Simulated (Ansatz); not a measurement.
The starting structures come from a database of crystals and need not be the phases stable at ambient conditions.

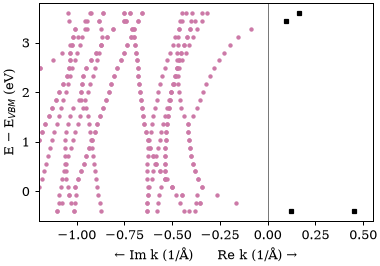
Figure. Complex bands at the centre of the two-dimensional zone; r2SCAN in Ansatz (a quantum-chemistry and plane-wave program)

The gap is the functional's own. No spin-orbit coupling. Mid-gap values are interpolated on the energy grid.

This is K2LiAlH6 (R-3m, not sure to be the ambient phase, 20 atoms a cell, 11.7 Å³ an atom) along the normal of (101). Read off the slowest decay at the centre of the two-dimensional zone at 1.68 eV, the computed energy nearest the middle of the gap.

κ ≈ 0.37 1/Å, a decay length 1/(2κ) of the density of 1.3 Å.
